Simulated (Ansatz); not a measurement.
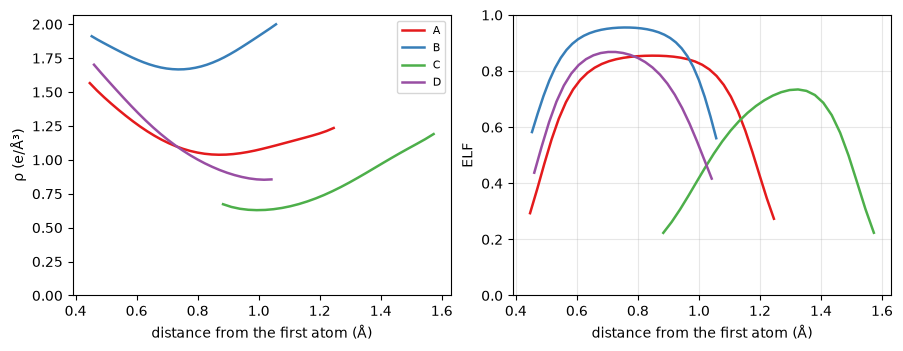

*C₂H₆GeS. Electron density and ELF along straight lines between neighbouring atoms. The curves leave out the atomic cores.*

Computed with RKS r2SCAN/def2-SVP in Ansatz 0.2.0.

The calculation's input:

```
crystal:
  periodic: [false, false, false]
  atoms:
    - { symbol: C, position_ang: [-0.6573, 0.2463, -1.0916] }
    - { symbol: C, position_ang: [-0.3915, -0.5582, 0.1209] }
    - { symbol: S, position_ang: [0.9758, -1.6289, -0.1309] }
    - { symbol: Ge, position_ang: [1.0199, 0.22, 1.2492] }
    - { symbol: H, position_ang: [-1.243, -0.3365, -1.8667] }
    - { symbol: H, position_ang: [-1.3578, 1.1546, -0.8071] }
    - { symbol: H, position_ang: [0.2441, 0.6969, -1.5691] }
    - { symbol: H, position_ang: [-1.2054, -1.0066, 0.6436] }
    - { symbol: H, position_ang: [0.9138, -0.2056, 2.7831] }
    - { symbol: H, position_ang: [1.7847, 1.367, 0.6716] }
basis:
  gaussian: { orbitals: def2-SVP }
hamiltonian:
  xc: r2scan
relax:
  f_tol: 0.015
  max_steps: 40
output:
  orbitals: {}
```

Launched as:

```sh
ansatz run input.yaml --threads 2 --pin off --max-ram 3072MiB --backend cpu --events-out ev --progress --plain --runs-dir out
```

The fields are those of the run's last geometry, not of the input's.

Which curve belongs to which contact (C–C, C–Ge, C–S and Ge–S)? The first atom named is at distance zero.

Answer. Curve A: C–S (1.88 Å): ρ at the midpoint is about 1 e/Å³; the ELF peaks at about 0.85 between the atoms, as expected for localised, covalent bonding. Curve B: C–C (1.51 Å): ρ is about 1.7 e/Å³ halfway; the ELF peaks at about 0.95 between the atoms; a covalent bond. Curve C: Ge–S (2.21 Å): ρ is about 0.66 e/Å³ halfway; the ELF peaks at about 0.75 in the valence shell of S, 0.9 Å from its nucleus, and is about 0.60 at the midpoint. Curve D: C–Ge (1.94 Å): ρ is about 0.86 e/Å³ halfway; the ELF peaks at about 0.85 in the valence shell of C, 0.7 Å from its nucleus, and is about 0.60 at the midpoint.
